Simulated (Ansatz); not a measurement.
NbTl₂ (P6_3/mmc, No. 194): the geometry relaxed (final pressure about 5 GPa) with DFT, PAW plane waves, r2scan in Ansatz 0.2.0; the starting structure was generated, so it need not be a known form of this composition.

Space group P6_3/mmc (No. 194). a = 5.549 Å, b = 5.549 Å, c = 10.279 Å, α = 90.00°, β = 90.00°, γ = 120.00°
```tsv
atom	site	symmetry	x	y	z
Nb	4f	3m.	0.3333	0.6667	0.5168
Tl	2a	-3m.	0.0000	0.0000	0.5000
Tl	6h	mm2	0.3387	0.1694	0.7500
```

**What will a Z-contrast image along [101] show? Simulation: incoherent imaging, intensity Z^1.8 per atom, probe width 0.50 Å, thin sample. The probe carries 25 % of its weight in a tail 2.5 times as wide. Shot noise was added.**

The columns repeat on a centred rectangular net of 4.88 × 9.61 Å (plane group c2mm). The brightest columns hold 1 Tl per repeat; in falling brightness follow 1 Nb (about 30 %). Brightness is counted from the darkest point of the image. The shortest distance between visible columns is 0.79 Å in projection. Along the beam the structure repeats every 11.68 Å.

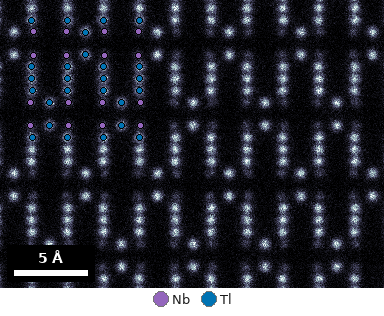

The simulated image, with the columns of the model marked in one corner.
